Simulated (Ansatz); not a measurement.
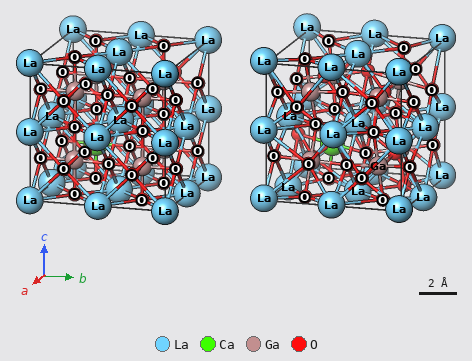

Two geometries of a defect cell of composition La₈CaGa₇O₂₄, drawn at one scale. One is the start of a relaxation, the other its converged end. A ball-and-stick model of the cell of the calculation, seen slightly off an axis.

The calculation used DFT, PBEsol, PAW, plane waves in Ansatz 0.2.0. Set-up: plane-wave cutoff 420 eV; k-point mesh 1 × 1 × 1; mesh shifted by (0.25, 0.25, 0.25); collinear spin; atoms relaxed in a fixed cell; force threshold 0.03 eV/Å; at most 80 steps.

### Which of the two is the end point?

The right one is the relaxed one. The energy falls by 4.861 eV per cell of the calculation in 11 geometry steps. Largest force component: 4.7 eV/Å at the start, 0.0054 eV/Å at the end. An O atom moves most: 0.55 Å along [−1 3 2]. By element the largest moves are O 0.55 Å, La 0.21 Å, Ga 0.05 Å, Ca 0.03 Å. The cell doesn't change. Some distances before and after: La–O 2.702 → 3.333 Å, La–O 2.745 → 3.328 Å, La–O 2.686 → 3.240 Å, La–O 2.736 → 3.271 Å. Bond angles that change, for instance: Ca–O–Ga 179.4° → 151.0°, Ca–O–Ga 177.6° → 149.4°, Ca–O–Ga 176.8° → 149.4°.

Limits of the set-up: the periodic images lie only 7.7 Å apart, so the values are limited by the cell's size.
